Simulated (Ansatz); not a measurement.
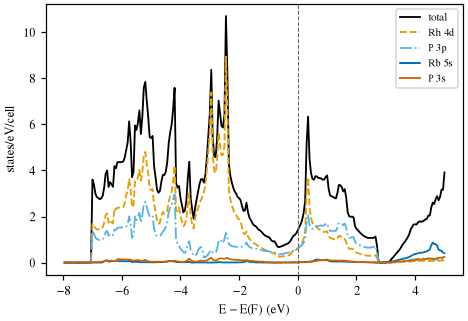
*Total and projected density of states of RbP$_{2}$Rh$_{2}$ in space group I4/mmm (No. 139; Rb on 2a, P on 4e, Rh on 4d), plane-wave PAW r²SCAN (Ansatz code)*

Task: Which orbitals carry the states next to the Fermi level?

Result: Within 0.5 eV of the Fermi level: Rh 4d 50 %, P 3p 40 %, outside the projected shells 6 %. Projections are on Löwdin-orthogonalised atomic valence shells; empty p or d shells of many metals are not among them.

Task: Where is the tallest occupied peak in this window, and what makes it?

Result: Near -2.4 eV, about 11 states/eV per cell; the largest projected share is Rh 4d.

The workflow started from a Materials Project entry (that database holds measured and hypothetical structures alike); the Crystallography Open Database copy checked does not list it. Its standing as an ambient phase is unchecked. The r²SCAN relaxation kept the symmetry of its start; its stability against distortions is not shown here. The run is not spin-polarised. Spin–orbit coupling is left out wherever it is not named.

Potentials: the later of the program's two PAW sets.
